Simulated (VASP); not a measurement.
Data:

```
CELL_PARAMETERS angstrom
      1.56290    -2.70703     0.00000
      1.56290     2.70703     0.00000
      0.00000     0.00000     3.44861
ATOMIC_POSITIONS crystal
  Hf 0.00000 0.00000 0.00000
  B  0.33333 0.66667 0.50000
  B  0.66667 0.33333 0.50000
```

These are PBEsol GGA, VASP's PBE PAW potentials (set 64) (plane waves; VASP 6.6.1) values and carry that method's errors. Run with 520 eV cut-off, 15×15×12 Γ-centred mesh, tetrahedra with Blöchl corrections, potentials Hf_pv B.

Unless said otherwise, spin-orbit coupling is left out, though it shifts the bands of the heavy elements here.

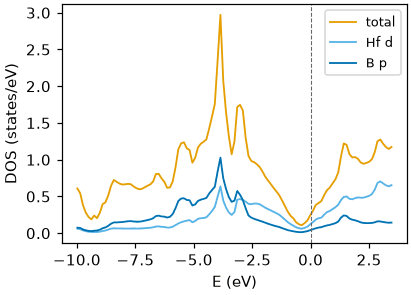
Figure. Total and projected density of states, zero at the Fermi level

Within 2 eV below the Fermi level the largest weight inside VASP's projection spheres is Hf d, then B p.

It has no gap at this level: it comes out as a metal or semimetal.

The compound is HfB2 in the AlB2 type structure. It was relaxed first.
